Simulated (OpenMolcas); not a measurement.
CuClF3 (charge −2): single-point calculation (part 2 of 2)

Continued. System: CuClF3, charge −2, multiplicity 2. Method: NEVPT2/ANO-R1, sfX2C (OpenMolcas 26.06). The geometry comes from this level: GFN2-xTB.

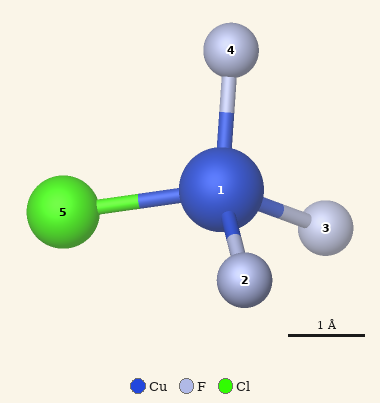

Figure 1. The input geometry (ball-and-stick view, seen at a tilt; atoms are numbered from 1 in the order of the input). Sticks mark near contacts.

What the program printed, continued
```
                 4 CU1    4s     (-0.1819)  21 CU1    3d1+   (-0.1193)  33 F2     2s     ( 0.1026)  35 F2     2px    ( 0.7687)
                39 F2     2pz    ( 0.1110)  63 F4     2px    ( 0.2072)  82 CL5    3py    (-0.3549)  85 CL5    3pz    (-0.2460)

         24   -0.1532    2.0000
                15 CU1    3d2-   ( 0.1265)  37 F2     2py    ( 0.6600)  49 F3     2px    ( 0.1027)  63 F4     2px    (-0.1142)
                65 F4     2py    (-0.6381)  79 CL5    3px    (-0.2089)
         25   -0.1447    2.0000
                35 F2     2px    ( 0.3177)  37 F2     2py    (-0.4384)  39 F2     2pz    (-0.3269)  63 F4     2px    (-0.2723)
                65 F4     2py    (-0.4591)  67 F4     2pz    (-0.4248)  82 CL5    3py    ( 0.2036)  85 CL5    3pz    ( 0.1850)

         26   -0.1433    2.0000
                37 F2     2py    (-0.3574)  39 F2     2pz    ( 0.7009)  63 F4     2px    ( 0.2844)  65 F4     2py    (-0.4430)
                67 F4     2pz    ( 0.1174)
         27   -0.1396    2.0000
                37 F2     2py    ( 0.2764)  39 F2     2pz    ( 0.4487)  63 F4     2px    (-0.1023)  65 F4     2py    ( 0.2631)
                67 F4     2pz    (-0.7300)  79 CL5    3px    (-0.1446)  82 CL5    3py    ( 0.1701)
         28   -0.1154    2.0000
                21 CU1    3d1+   (-0.1613)  23 CU1    3d2+   ( 0.1151)  35 F2     2px    (-0.4230)  37 F2     2py    (-0.2263)
                63 F4     2px    (-0.1994)  67 F4     2pz    (-0.3263)  82 CL5    3py    (-0.6803)  85 CL5    3pz    (-0.2631)

         29   -0.0754    2.0000
                82 CL5    3py    ( 0.4442)  85 CL5    3pz    (-0.8518)
         30   -0.0610    2.0000
                37 F2     2py    ( 0.2004)  39 F2     2pz    ( 0.1512)  65 F4     2py    (-0.1725)  67 F4     2pz    (-0.1076)
                79 CL5    3px    ( 0.9440)
         31   -0.2038    2.0000
                15 CU1    3d2-   (-0.4880)  17 CU1    3d1-   (-0.1593)  21 CU1    3d1+   (-0.4969)  49 F3     2px    ( 0.3670)
                51 F3     2py    ( 0.2382)  53 F3     2pz    ( 0.5135)  63 F4     2px    (-0.1026)
         32   -0.2508    2.0000
                17 CU1    3d1-   (-0.5649)  19 CU1    3d0    ( 0.7544)  21 CU1    3d1+   ( 0.1424)  23 CU1    3d2+   ( 0.2000)
                49 F3     2px    (-0.1458)  53 F3     2pz    ( 0.1685)  82 CL5    3py    ( 0.1033)
         33   -0.1698    2.0000
                15 CU1    3d2-   ( 0.1784)  17 CU1    3d1-   ( 0.1361)  21 CU1    3d1+   ( 0.5997)  37 F2     2py    (-0.1187)
                49 F3     2px    ( 0.5918)  51 F3     2py    ( 0.2583)  53 F3     2pz    ( 0.2813)  63 F4     2px    ( 0.2351)
                67 F4     2pz    (-0.1190)  82 CL5    3py    (-0.1004)  85 CL5    3pz    (-0.1123)
         34    0.1903    1.0000
                17 CU1    3d1-   ( 0.1291)  19 CU1    3d0    (-0.1717)  23 CU1    3d2+   ( 0.9707)  39 F2     2pz    ( 0.1094)
                51 F3     2py    (-0.1015)  67 F4     2pz    ( 0.1095)
         35   -0.1445    2.0000
                 4 CU1    4s     ( 0.1220)  19 CU1    3d0    (-0.1268)  21 CU1    3d1+   ( 0.1595)  51 F3     2py    (-0.7282)
                53 F3     2pz    ( 0.5298)  82 CL5    3py    (-0.1506)  85 CL5    3pz    (-0.1279)
         36   -0.1367    2.0000
                17 CU1    3d1-   (-0.1757)  19 CU1    3d0    ( 0.1446)  21 CU1    3d1+   (-0.1501)  49 F3     2px    ( 0.6432)
                51 F3     2py    (-0.4721)  53 F3     2pz    (-0.4735)  65 F4     2py    ( 0.1060)
         37   -0.2864    2.0000
                15 CU1    3d2-   ( 0.7376)  17 CU1    3d1-   ( 0.2763)  19 CU1    3d0    ( 0.2396)  21 CU1    3d1+   (-0.4513)
                37 F2     2py    (-0.1268)  39 F2     2pz    ( 0.1030)  53 F3     2pz    ( 0.2121)  63 F4     2px    (-0.1562)
                85 CL5    3pz    ( 0.1193)
         38   -0.2558    2.0000
                15 CU1    3d2-   (-0.4040)  17 CU1    3d1-   ( 0.7135)  19 CU1    3d0    ( 0.5442)  51 F3     2py    (-0.1603)
                65 F4     2py    (-0.1030)  82 CL5    3py    (-0.1482)
--

      Von Neumann Entropy (Root   1) =  0.50000

      Mulliken population analysis for root number:  1
      -----------------------------------------------

++    Molecular charges:
      ------------------

      Mulliken charges per centre and basis function type
      ---------------------------------------------------

                CU1     F2      F3      F4      CL5
      1s       2.0000  2.0000  2.0000  2.0000  2.0000
      2s       2.0000  1.9672  1.9706  1.9672  2.0000
      2px      2.0000  1.8772  1.9578  1.8773  2.0000
      2pz      2.0000  1.9340  1.9278  1.9339  2.0000
      2py      2.0000  1.9557  1.8921  1.9557  2.0000
      3s       1.9996 -0.0054 -0.0010 -0.0055  1.9648
      3px      1.9997  0.0283  0.0284  0.0283  1.9743
      3pz      2.0000  0.0295  0.0307  0.0295  1.9506
      3py      1.9998  0.0265  0.0303  0.0264  1.9046
      4s       0.3794  0.0000  0.0000  0.0000  0.0090
      3d2+     1.0980  0.0005  0.0004  0.0005  0.0036
      3d1+     1.9982  0.0006  0.0001  0.0006  0.0006
      3d0      1.9664  0.0002  0.0002  0.0002  0.0016
      3d1-     1.9804  0.0001  0.0005  0.0001  0.0039
      3d2-     1.9993  0.0004  0.0002  0.0004  0.0023
      4px      0.0502  0.0000  0.0000  0.0000  0.0179
      4pz      0.0291  0.0000  0.0000  0.0000  0.0194
      4py      0.0438  0.0000  0.0000  0.0000  0.0133
      5s       0.0329  0.0000  0.0000  0.0000  0.0000
      4d2+     0.0325  0.0000  0.0000  0.0000  0.0000
      4d1+     0.0159  0.0000  0.0000  0.0000  0.0000
      4d0      0.0096  0.0000  0.0000  0.0000  0.0000
      4d1-     0.0129  0.0000  0.0000  0.0000  0.0000
      4d2-     0.0133  0.0000  0.0000  0.0000  0.0000
      4f3+     0.0011  0.0000  0.0000  0.0000  0.0000
      4f2+     0.0012  0.0000  0.0000  0.0000  0.0000
      4f1+     0.0006  0.0000  0.0000  0.0000  0.0000
      4f0      0.0006  0.0000  0.0000  0.0000  0.0000
      4f1-     0.0004  0.0000  0.0000  0.0000  0.0000
      4f2-     0.0005  0.0000  0.0000  0.0000  0.0000
      4f3-     0.0010  0.0000  0.0000  0.0000  0.0000
      Total   27.6664  9.8148  9.8382  9.8147 17.8659

      N-E      1.3336 -0.8148 -0.8382 -0.8147 -0.8659

      Total electronic charge=   75.000000

      Total            charge=   -2.000000
--

      Expectation values of various properties for root number:  1
      -----------------------------------------------------------

++    Molecular properties:
      ---------------------

      Charge (e):
                      =   -2.0000
      Dipole Moment (debye):
      Origin of the operator (angstrom)=   -0.0025   -0.1850   -0.0635
                   X= -2.5082E-02               Y= -1.1318E+00               Z=  4.6910E-01           Total=  1.2254E+00
      Center of Charge (angstrom)
                     X=    0.00198014               Y=    0.07157384               Z=   -0.06470321
      Quadrupole Moment (debye*angstrom):
      Origin of the operator (angstrom)=   -0.0025   -0.1850   -0.0635
                  XX= -6.3719E+01              XY= -9.4023E-02              XZ=  1.2384E-02              YY= -6.7758E+01
                  YZ= -8.8537E-01              ZZ= -5.3134E+01
      In traceless form (debye*angstrom)
                  XX= -3.2724E+00              XY= -1.4103E-01              XZ=  1.8577E-02              YY= -9.3317E+00
                  YZ= -1.3281E+00              ZZ=  1.2604E+01
--

      Mulliken spin population analysis for root number:  1
      ---------------------------------------------------

++    Molecular charges:
      ------------------

      Mulliken spin population per centre and basis function type
      ---------------------------------------------------

                CU1     F2      F3      F4      CL5
      1s      -0.0000 -0.0000 -0.0000 -0.0000  0.0000
      2s      -0.0000  0.0012  0.0010  0.0012  0.0000
      2px      0.0000  0.0062  0.0000  0.0061 -0.0000
      2pz     -0.0000  0.0075  0.0059  0.0075 -0.0000
      2py     -0.0000  0.0000  0.0065  0.0000 -0.0000
      3s      -0.0000 -0.0001 -0.0003 -0.0001  0.0012
      3px     -0.0000 -0.0002 -0.0000 -0.0002  0.0000
      3pz      0.0000 -0.0009 -0.0008 -0.0009  0.0050
      3py      0.0000 -0.0000 -0.0005 -0.0000  0.0051
      4s       0.0006  0.0000  0.0000  0.0000 -0.0000
      3d2+     0.8951  0.0000 -0.0000  0.0000  0.0001
      3d1+     0.0000  0.0000  0.0000  0.0000  0.0000
      3d0      0.0286  0.0000  0.0000  0.0000  0.0000
      3d1-     0.0162  0.0000  0.0000  0.0000  0.0003
      3d2-     0.0005  0.0000 -0.0000  0.0000  0.0000
      4px     -0.0000  0.0000  0.0000  0.0000 -0.0000
      4pz      0.0017  0.0000  0.0000  0.0000 -0.0004
      4py     -0.0000  0.0000  0.0000  0.0000 -0.0001
      5s       0.0003  0.0000  0.0000  0.0000  0.0000
      4d2+     0.0065  0.0000  0.0000  0.0000  0.0000
      4d1+     0.0000  0.0000  0.0000  0.0000  0.0000
      4d0      0.0002  0.0000  0.0000  0.0000  0.0000
      4d1-     0.0001  0.0000  0.0000  0.0000  0.0000
      4d2-     0.0000  0.0000  0.0000  0.0000  0.0000
      4f3+     0.0000  0.0000  0.0000  0.0000  0.0000
      4f2+     0.0000  0.0000  0.0000  0.0000  0.0000
      4f1+     0.0000  0.0000  0.0000  0.0000  0.0000
      4f0      0.0000  0.0000  0.0000  0.0000  0.0000
      4f1-    -0.0000  0.0000  0.0000  0.0000  0.0000
      4f2-    -0.0000  0.0000  0.0000  0.0000  0.0000
      4f3-     0.0000  0.0000  0.0000  0.0000  0.0000
      Total    0.9498  0.0137  0.0118  0.0136  0.0111

      Total electronic spin=    1.000000
--

      LoProp population analysis for root number:  1
      -----------------------------------------------

++    LoProp analysis:
      ----------------

++    Static properties:
      ------------------

      LoProp Charges per center

                   CU1      F2       F3       F4       CL5
      Nuclear     29.0000   9.0000   9.0000   9.0000  17.0000
      Electronic -27.5350  -9.8664  -9.8747  -9.8664 -17.8575

      Total        1.4650  -0.8664  -0.8747  -0.8664  -0.8575
--

      Natural Bond Order analysis for root number:  1

++    Natural Bond Order analysis
      ---------------------------
      Based on LoProp computed density
      -------------------------------------------------------------------------------------
      Atom A       Atom B       Bond Order
      -------------------------------------------------------------------------------------
      NBO located      0.988 non-bonded electrons on atom CU1
      NBO located      1.003 non-bonded electrons on atom CU1
      NBO located      0.993 non-bonded electrons on atom CU1
      NBO located      0.995 non-bonded electrons on atom CU1
      NBO located      0.995 non-bonded electrons on atom CU1
      NBO located      0.996 non-bonded electrons on atom CU1
      NBO located      0.997 non-bonded electrons on atom CU1
      NBO located      1.000 non-bonded electrons on atom CU1
      NBO located      1.000 non-bonded electrons on atom CU1
      NBO located      1.000 non-bonded electrons on atom CU1
      NBO located      1.000 non-bonded electrons on atom CU1
      NBO located      1.000 non-bonded electrons on atom CU1
      NBO located      0.940 non-bonded electrons on atom F2
      NBO located      1.000 non-bonded electrons on atom F2
      NBO located      0.949 non-bonded electrons on atom F3
      NBO located      1.000 non-bonded electrons on atom F3
      NBO located      0.940 non-bonded electrons on atom F4
      NBO located      1.000 non-bonded electrons on atom F4
      NBO located      0.931 non-bonded electrons on atom CL5
      NBO located      1.019 non-bonded electrons on atom CL5
      NBO located      1.000 non-bonded electrons on atom CL5
      NBO located      1.000 non-bonded electrons on atom CL5
      NBO located      1.000 non-bonded electrons on atom CL5
      NBO located      1.000 non-bonded electrons on atom CL5
      NBO located      1.000 non-bonded electrons on atom CL5
      The remaining   12.920 electrons are to be considered as diffuse
--

--

      Average orbitals are written to the RASORB file
      Natural orbitals for root   1 are written to the RASORB.1 file
      Spin density orbitals for root   1 are written to the SPDORB.1 file

--- Stop Module: rasscf /rc=_RC_ALL_IS_WELL_ ---
--- Module rasscf spent 6 seconds ---

--- Start Module: caspt2 ---

                                              &CASPT2

                       available to each process: 1.9 GB of memory, 1 thread

++    Wave function specifications:
      -----------------------------

      Number of closed shell electrons          32
      Number of electrons in active shells      15
      Max number of holes in RAS1 space          0
      Max number of electrons in RAS3 space      0
      Number of inactive orbitals               16
      Number of active orbitals                  8
      Number of secondary orbitals              53
      Spin quantum number                      0.5
      State symmetry                             1
      Number of CSFs                             8
      Number of CASSCF root(s) available         1
      NEVPT2 state passed to geometry opt.       1
      A file JOBMIX will be created
      This is a CASSCF or RASSCF reference function
--

++    Orbital specifications:
      -----------------------

      Symmetry species                           1
                                                 a
      Frozen orbitals                           14
      Inactive orbitals                         16
      Active orbitals                            8
      Secondary orbitals                        53
      Deleted orbitals                           0
      Number of basis functions                 91
--

++    NEVPT2 specifications:
      ----------------------

      Type of calculation                        SS-NEVPT2
      Internal contraction for energies          partially and strongly contracted
                                                 (PC-NEVPT2 and SC-NEVPT2)
      Denominator threshold for SC-NEVPT2        1.00E-09
      Fock operator                              state-specific
      0th-order Hamiltonian                      DYALL
      IPEA shift                                 0.00
      Real shift                                 0.00
      Imaginary shift                            0.00
      The input orbitals will be transformed to quasi-canonical
--

--------------------------------------------------------------------------------
 Estimated memory requirements:
  POLY3 :                   252318
  RHS:                      662948
  SIGMA :                   982672
  PRPCTL:                        0
 Available workspace:    232482348

++ NEVPT2 computation for group   1

********************************************************************************
 Multi-State initialization phase begins for group   1
--------------------------------------------------------------------------------
********************************************************************************
 Compute H0 matrices for state    1
--------------------------------------------------------------------------------
--------------------------------------------------------------------------------
 H0 matrices have been computed.

********************************************************************************
  NEVPT2 EQUATION SOLUTION
--------------------------------------------------------------------------------

  Total nr of NEVPT2 parameters:
   Before reduction:     1070300
   After  reduction:      838741

 Variance of |WF0>:       7.7293203972
-----------------------------------------------------------------------------------------------------------------------------

  FINAL PC-NEVPT2 RESULT:

      Reference energy:       -2412.8180880950
      E2 (Non-variational):      -1.1750092895
      E2 (Variational):          -1.1750092895
      Total energy:           -2413.9930973845
      Residual norm:              0.0000000000
      Reference weight:           0.81193

      Contributions to the PC-NEVPT2 correlation energy
      Active & Virtual Only:         -0.3780166908
      One Inactive Excited:          -0.2651468358
      Two Inactive Excited:          -0.5318457629

  FINAL SC-NEVPT2 RESULT:

      Reference energy:       -2412.8180880950
      E2 (Non-variational):      -1.1745718004
      E2 (Variational):          -1.1745718004
      Total energy:           -2413.9926598954
      Residual norm:              0.0000000000
      Reference weight:           0.81221

      Contributions to the SC-NEVPT2 correlation energy
      Active & Virtual only:         -0.3776450958
      One Inactive Excited:          -0.2650809182
      Two Inactive Excited:          -0.5318457864

   (Skip denominator check etc. with SC-NEVPT2 wavefunction)

   (Skipping property calculation,
    use PROP keyword to activate)
--

  Total SC-NEVPT2 energies:
::    SC-NEVPT2 Root  1     Total energy:  -2413.99265990

  A NEW JOBIPH FILE NAMED 'JOBMIX' IS PREPARED.
********************************************************************************
--- Stop Module: caspt2 /rc=_RC_ALL_IS_WELL_ ---
--- Module caspt2 spent 2 seconds ---

.##################.
.# Happy landing! #.
.##################.

    Timing: Wall=16.02 User=14.93 System=1.08
```

This output came from the following input.

Input file
```
* ClCuF3 NEVPT2

&GATEWAY
  Coord=struct.xyz
  Basis=ANO-R1
  Group=NoSym
  RICD

&SEWARD

&RASSCF
  FileOrb=$CurrDir/step2.RasOrb
  Spin=2
  Nactel=15 0 0
  Inactive=30
  Ras2=8
  OrbListing=NoCore
  OrbAppear=Compact

&CASPT2
  SC-NEVPT2
```

File struct.xyz
```
5

Cu    -0.000430     0.039790     0.079350
F      1.687060     0.073570     0.831240
F      0.022600     1.679950    -0.910030
F     -1.685960     0.110200     0.833430
Cl    -0.023280    -1.903500    -0.833990
```

Launch command:
```bash
export MOLCAS_MEM=1860
pymolcas step8.input > step8.log
```

Results in brief

- outcome: converged
- total energy: −2413.992660 hartree
- basis functions: 91
- hardware: 1 thread of Arm Neoverse V1, 24 GiB of memory available, shared host
- wall time: 17 s
- peak memory: 0.12 GiB
